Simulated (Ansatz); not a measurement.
Input file:

```
crystal:
  periodic: [false, false, false]
  atoms:
    - {symbol: B, position_ang: [-0.239124, -0.091772, 0.243243]}
    - {symbol: O, position_ang: [0.411684, -1.202109, 0.694891]}
    - {symbol: N, position_ang: [0.300073, 0.694435, -0.779663]}
    - {symbol: H, position_ang: [1.175837, 0.477333, -1.217562]}
    - {symbol: F, position_ang: [-1.419640, 0.254389, 0.789820]}
    - {symbol: H, position_ang: [-0.068233, -1.646734, 1.396163]}
    - {symbol: H, position_ang: [-0.160696, 1.514458, -1.126891]}
basis:
  gaussian: {orbitals: def2-TZVPP}
hamiltonian: {xc: pbe0, dispersion: d4}
output: {orbitals: {seedname: orbitals}}
```

Launched as:

```sh
ansatz run in.yaml --threads 2 --pin off --events-out ev --progress --plain --max-ram 4352MiB
```

The reactant side of a reaction path; geometry: PBE0-D4/def2-TZVP.

Level of theory: RKS PBE0-D4/def2-TZVPP in Ansatz.

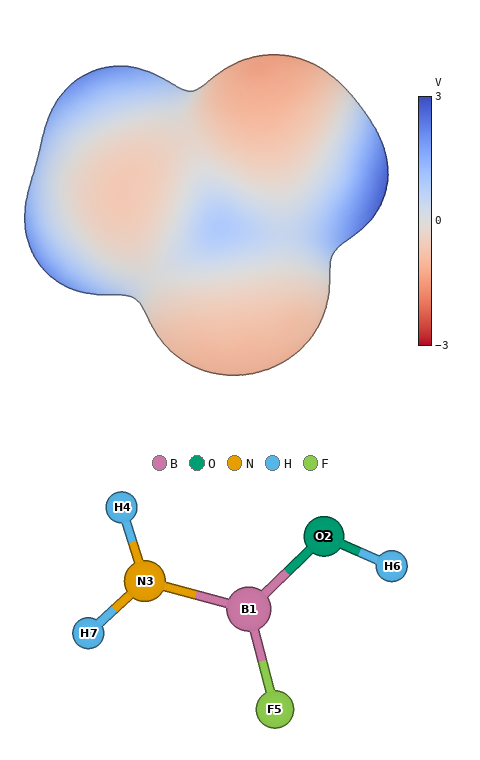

BFH3NO. The molecular electrostatic potential painted on the density surface at 0.002 e/bohr³, seen across its widest extent; the colour scale runs from red (negative) to blue (positive). The bare structure is drawn below in the same view.

**Which sites attract a positive test charge, and which a negative one?**

A positive charge is drawn to the negative regions and a negative charge to the positive ones. The most negative region (about −1.3 V, or −30 kcal/mol for a unit charge) lies over O2, the most positive (about +2.6 V, or +60 kcal/mol for a unit charge) over H6. O2 is the likeliest acceptor of a hydrogen bond.
